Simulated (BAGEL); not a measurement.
# CH4BFO (SMILES CB(O)F): HF/3-21G (density fitting with qzvpp-jkfit)

What is the vertical electron affinity of CH4BFO at HF/3-21G (density fitting with qzvpp-jkfit)? 

Program for the calculation: BAGEL 1.2.2.

### 1 The structure to begin with

CH4BFO: 8 atoms, total charge 0, spin state singlet. SMILES: `CB(O)F`. The shape is that of a PBE0-D4/def2-TZVP optimisation. This is one conformer, not always the lowest.

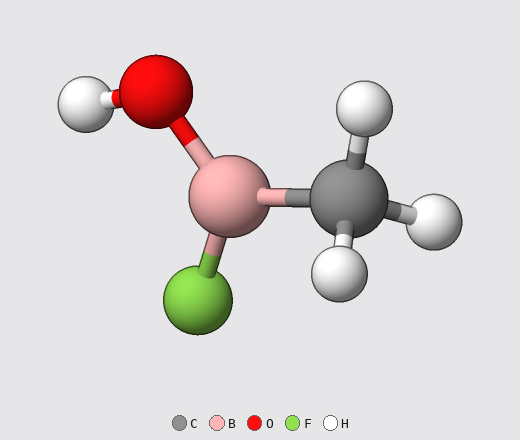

The structure, seen from a chosen angle (carbon grey, boron pink, oxygen red, fluorine green, hydrogen white).

### 2 A single-point energy at HF/3-21G (density fitting with qzvpp-jkfit)

Contents of job.json:

```json
{ "bagel": [

{
  "title": "molecule",
  "basis": "3-21g",
  "df_basis": "qzvpp-jkfit",
  "angstrom": true,
  "geometry": [
    { "atom": "C", "xyz": [      -0.375600,       0.897500,      -0.278300 ] },
    { "atom": "B", "xyz": [       0.324600,      -0.465700,       0.003700 ] },
    { "atom": "O", "xyz": [      -0.051000,      -1.270300,       1.024700 ] },
    { "atom": "F", "xyz": [       1.335700,      -0.873300,      -0.779900 ] },
    { "atom": "H", "xyz": [      -0.786300,       0.909700,      -1.292400 ] },
    { "atom": "H", "xyz": [      -1.178800,       1.109000,       0.426900 ] },
    { "atom": "H", "xyz": [       0.352700,       1.713000,      -0.235500 ] },
    { "atom": "H", "xyz": [       0.471000,      -2.077000,       1.075000 ] }
  ]
},

{
  "title": "hf"
},

{
  "title": "print",
  "file": "orbitals.molden",
  "orbitals": true
}

]}
```

Launch:

```
$ BAGEL_NUM_THREADS=1 BAGEL job.json > job.out
```

The program printed:

```text
* using 1 threads per process

  ===============================================================
  ===============================================================

  *** Geometry ***

  { "atom" : "C", "xyz" : [     -0.709781,      1.696029,     -0.525911 ] },
  { "atom" : "B", "xyz" : [      0.613405,     -0.880045,      0.006992 ] },
  { "atom" : "O", "xyz" : [     -0.096376,     -2.400519,      1.936402 ] },
  { "atom" : "F", "xyz" : [      2.524107,     -1.650298,     -1.473797 ] },
  { "atom" : "H", "xyz" : [     -1.485892,      1.719084,     -2.442282 ] },
  { "atom" : "H", "xyz" : [     -2.227609,      2.095706,      0.806724 ] },
  { "atom" : "H", "xyz" : [      0.666506,      3.237101,     -0.445031 ] },
  { "atom" : "H", "xyz" : [      0.890061,     -3.924961,      2.031456 ] },

  Number of auxiliary basis functions:      376

  Since a DF basis is specified, we compute 2- and 3-index integrals:
    o Being stored without compression. Storage requirement is 0.006 GB

  Number of basis functions:       44
  Number of electrons      :       32

    * METHOD: MOLECULE                             0.10

  *** RHF ***

  === Nuclear Repulsion ===
   112.6660374654

      * DIIS with orbital gradients will be used.

  === RHF iteration (3-21g) ===
      0       -237.87032356          0.03298742           0.02
      1       -237.98897865          0.01703948           0.02
      2       -238.02182179          0.00171802           0.02
      3       -238.02250585          0.00049106           0.02
      4       -238.02254884          0.00009096           0.02
      5       -238.02255150          0.00003275           0.02
      6       -238.02255166          0.00001323           0.02
      7       -238.02255170          0.00000254           0.02
      8       -238.02255171          0.00000103           0.02
      9       -238.02255171          0.00000038           0.02
     10       -238.02255171          0.00000010           0.02
     11       -238.02255171          0.00000004           0.02
     12       -238.02255171          0.00000001           0.02
     13       -238.02255171          0.00000000           0.02
    * SCF iteration converged.

    * Permanent dipole moment:
           (   -0.075934,     0.206438,    -0.075359) a.u.

    * METHOD: HF                                   0.33

    * METHOD: PRINT                                0.01

  ===============================================================
```

Wall time 0.57 s (1 thread of Arm Neoverse V1, shared host).

### 3 The doublet anion

Contents of input.json:

```json
{ "bagel" : [

{
  "title" : "molecule",
  "basis" : "3-21g",
  "df_basis" : "qzvpp-jkfit",
  "angstrom" : "true",
  "geometry" : [
    { "atom" : "C", "xyz" : [   -0.375600,    0.897500,   -0.278300 ] },
    { "atom" : "B", "xyz" : [    0.324600,   -0.465700,    0.003700 ] },
    { "atom" : "O", "xyz" : [   -0.051000,   -1.270300,    1.024700 ] },
    { "atom" : "F", "xyz" : [    1.335700,   -0.873300,   -0.779900 ] },
    { "atom" : "H", "xyz" : [   -0.786300,    0.909700,   -1.292400 ] },
    { "atom" : "H", "xyz" : [   -1.178800,    1.109000,    0.426900 ] },
    { "atom" : "H", "xyz" : [    0.352700,    1.713000,   -0.235500 ] },
    { "atom" : "H", "xyz" : [    0.471000,   -2.077000,    1.075000 ] }
  ]
},
{
  "title" : "uhf",
  "charge" : -1,
  "nopen" : 1
},
{
  "title" : "print",
  "file" : "orbitals.molden",
  "orbitals" : "true"
}

]}
```

Launch:

```
$ BAGEL_NUM_THREADS=1 BAGEL input.json > input.out
```

The program printed:

```text
* using 1 threads per process

  ===============================================================
  ===============================================================

  *** Geometry ***

  { "atom" : "C", "xyz" : [     -0.709781,      1.696029,     -0.525911 ] },
  { "atom" : "B", "xyz" : [      0.613405,     -0.880045,      0.006992 ] },
  { "atom" : "O", "xyz" : [     -0.096376,     -2.400519,      1.936402 ] },
  { "atom" : "F", "xyz" : [      2.524107,     -1.650298,     -1.473797 ] },
  { "atom" : "H", "xyz" : [     -1.485892,      1.719084,     -2.442282 ] },
  { "atom" : "H", "xyz" : [     -2.227609,      2.095706,      0.806724 ] },
  { "atom" : "H", "xyz" : [      0.666506,      3.237101,     -0.445031 ] },
  { "atom" : "H", "xyz" : [      0.890061,     -3.924961,      2.031456 ] },

  Number of auxiliary basis functions:      376

  Since a DF basis is specified, we compute 2- and 3-index integrals:
    o Being stored without compression. Storage requirement is 0.006 GB

  Number of basis functions:       44
  Number of electrons      :       32

    * METHOD: MOLECULE                             0.10

  *** Open-shell HF ***

  === Nuclear Repulsion ===
   112.6660374654

      * DIIS with orbital gradients will be used.

  === UHF iteration (3-21g) ===
      0       -237.66421420          0.06965004           0.03
      1       -237.81259878          0.03227863           0.03
      2       -237.83897769          0.01643512           0.03
      3       -237.84723115          0.00124508           0.03
      4       -237.84754867          0.00049798           0.03
      5       -237.84761215          0.00013550           0.03
      6       -237.84763282          0.00004877           0.03
      7       -237.84763502          0.00002163           0.03
      8       -237.84763552          0.00000525           0.03
      9       -237.84763561          0.00000116           0.03
     10       -237.84763563          0.00000042           0.03
     11       -237.84763563          0.00000024           0.03
     12       -237.84763563          0.00000017           0.03
     13       -237.84763563          0.00000010           0.03
     14       -237.84763563          0.00000003           0.03
     15       -237.84763563          0.00000002           0.03
     16       -237.84763563          0.00000001           0.03
    * SCF iteration converged.

    * S^2 (UHF) is 0.7600

    * Permanent dipole moment:
           (   -0.248909,     0.462638,    -0.084525) a.u.

    * METHOD: UHF                                  0.64

    * METHOD: PRINT                                0.01

  ===============================================================
```

Wall time 0.89 s (1 thread of Arm Neoverse V1, shared host).

### 4 Results

At HF/3-21G (density fitting with qzvpp-jkfit):

| quantity | value |
| --- | --- |
| singlet CH4BFO: total energy | -238.02255 Eh |
| singlet CH4BFO: dipole moment | 0.59 D |
| singlet CH4BFO: HOMO energy | -13.60 eV |
| singlet CH4BFO: LUMO energy | 5.47 eV |
| singlet CH4BFO: HOMO–LUMO gap | 19.07 eV |
| doublet anion: total energy | -237.84764 Eh |
| doublet anion: ⟨S²⟩ | 0.760 |
| vertical electron affinity (to the doublet anion) | -4.760 eV |

In words: The anion lies 4.76 eV (459 kJ/mol) above the neutral: the electron isn't bound at this level, and such a value depends on the basis. Without diffuse functions anions come out too high. Hartree–Fock misses the correlation that binds many anions.
